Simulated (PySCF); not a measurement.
C₇H₇BO₃, SMILES c1c(C=O)ccc(B(O)O)c1 at its GFN2-xTB optimised geometry (Å):

```
18

O     -1.3328    -4.0517     0.0135
C     -1.8327    -2.9552     0.0017
C     -1.0991    -1.6856     0.0000
C     -1.7793    -0.4678    -0.0031
C     -1.0743     0.7180    -0.0041
C      0.3230     0.7347    -0.0010
B      1.0949     2.1221     0.0008
O      0.3715     3.2486    -0.1571
O      2.4396     2.2416     0.1556
C      0.9900    -0.4934     0.0000
C      0.2965    -1.6856     0.0000
H     -2.9350    -2.8320    -0.0082
H     -2.8603    -0.4613    -0.0050
H     -1.5954     1.6629    -0.0084
H      0.8940     4.0517    -0.1466
H      2.9350     1.4334     0.2744
H      2.0721    -0.5191    -0.0057
H      0.8118    -2.6348    -0.0003
```

Method: PySCF with B3LYP/def2-SVP.

Map of the log10 of the electron density (e/bohr³), floored at −4 on the plane z = 1.2 Å:

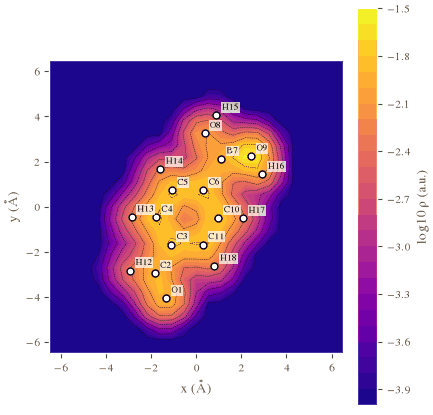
Figure: Log10 of the electron density (e/bohr³), floored at −4 on the plane z = 1.2 Å.
